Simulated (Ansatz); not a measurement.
Consider Ca3Bi8Pt4.

Input file:

```
crystal:
  lattice:
    - [11.0229325136, 0.0, 0.0]
    - [0.0, 17.2051509617, 0.0]
    - [0.0, 0.0, 4.2317428261]
  atoms:
    - { symbol: Ca, position: [0.3654446826, 0.1964585016, 0.0] }
    - { symbol: Ca, position: [0.6345553174, 0.8035414984, 0.0] }
    - { symbol: Ca, position: [0.8654446826, 0.3035414984, 0.0] }
    - { symbol: Ca, position: [0.1345553174, 0.6964585016, 0.0] }
    - { symbol: Ca, position: [0.0, 0.0, 0.0] }
    - { symbol: Ca, position: [0.5, 0.5, 0.0] }
    - { symbol: Pt, position: [0.4548270022, 0.0801742188, 0.5] }
    - { symbol: Pt, position: [0.5451729978, 0.9198257812, 0.5] }
    - { symbol: Pt, position: [0.9548270022, 0.4198257812, 0.5] }
    - { symbol: Pt, position: [0.0451729978, 0.5801742188, 0.5] }
    - { symbol: Pt, position: [0.0758915934, 0.1754259918, 0.0] }
    - { symbol: Pt, position: [0.9241084066, 0.8245740082, 0.0] }
    - { symbol: Pt, position: [0.5758915934, 0.3245740082, 0.0] }
    - { symbol: Pt, position: [0.4241084066, 0.6754259918, 0.0] }
    - { symbol: Bi, position: [0.1155235967, 0.2866275171, 0.5] }
    - { symbol: Bi, position: [0.8844764033, 0.7133724829, 0.5] }
    - { symbol: Bi, position: [0.6155235967, 0.2133724829, 0.5] }
    - { symbol: Bi, position: [0.3844764033, 0.7866275171, 0.5] }
    - { symbol: Bi, position: [0.1974314483, 0.0849130009, 0.5] }
    - { symbol: Bi, position: [0.8025685517, 0.9150869991, 0.5] }
    - { symbol: Bi, position: [0.6974314483, 0.4150869991, 0.5] }
    - { symbol: Bi, position: [0.3025685517, 0.5849130009, 0.5] }
    - { symbol: Bi, position: [0.3978981215, 0.3569366558, 0.5] }
    - { symbol: Bi, position: [0.6021018785, 0.6430633442, 0.5] }
    - { symbol: Bi, position: [0.8978981215, 0.1430633442, 0.5] }
    - { symbol: Bi, position: [0.1021018785, 0.8569366558, 0.5] }
    - { symbol: Bi, position: [0.1289784096, 0.4614267581, 0.0] }
    - { symbol: Bi, position: [0.8710215904, 0.5385732419, 0.0] }
    - { symbol: Bi, position: [0.6289784096, 0.0385732419, 0.0] }
    - { symbol: Bi, position: [0.3710215904, 0.9614267581, 0.0] }
basis:
  ecutwfc: 420
kpoints:
  mp_grid: { grid: [4, 2, 8] }
hamiltonian:
  xc: pbe
  dispersion: d3bj
scf:
  occupations: { method: gaussian, width: 0.1 }
output:
  forces: true
  stress: true
  eigenvalues: true
  write_density: true
  write_potential: true
  elf: true
  volumetric_format: npy
relax:
  adjacent_minimum: "off"
  f_tol: 0.005
  max_steps: 50
  cell: { stress_tol: 0.05 }
```

Command:

```sh
ansatz run input.yaml --threads 8 --pin off --max-ram 22528MiB --backend cpu --events-out ev --progress --plain --runs-dir out
```

Below, planes, directions and counts refer to the conventional cell (a = 10.75 Å, b = 16.97 Å, c = 4.17 Å, α = 90.00°, β = 90.00°, γ = 90.00°).

The fields are those of the run's last geometry, not of the input's.

Space group Pbam.

All numbers below come from DFT PBE+D3(BJ), scalar-relativistic, plane waves, PAW in Ansatz 0.2.0.

Question: What can the converged valence pseudo-density and electron localisation function tell about the bonding?

Answer: Bi–Pt (2.79 Å): ρ is about 0.39 e/Å³ halfway; the ELF is about 0.35 at the midpoint; no shared electron pair shows on this line.
Pt–Pt (2.89 Å): ρ at the midpoint is about 0.31 e/Å³; the ELF is about 0.25 at the midpoint; no shared electron pair shows on this line.
Ca–Pt (3.05 Å): ρ at the midpoint is about 0.19 e/Å³, with its minimum of 0.16 e/Å³ about 1.3 Å from Ca; the ELF is about 0.30 at the midpoint.

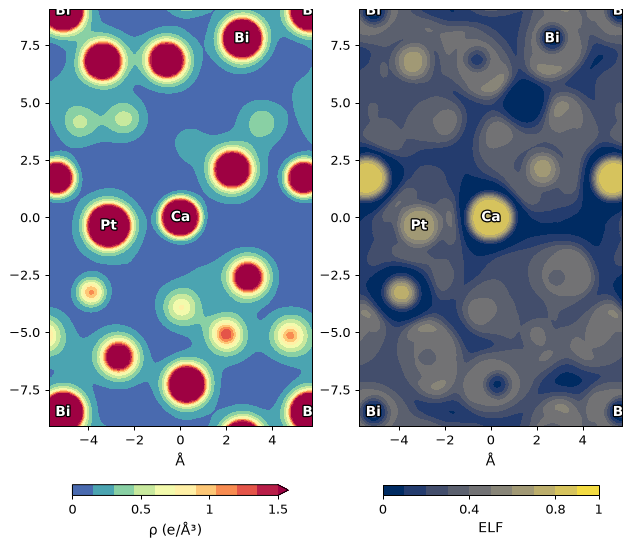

Computed valence pseudo-density and electron localisation function on the (011̄) plane of the conventional cell, in this order. Atoms just off the plane (Ca, 0.4 Å away, Pt, 0.5 Å away and Bi, 0.4 Å away) can leave unmarked features too.

Core electrons are frozen (PAW), and the valence fields are smoothed inside the atomic spheres.
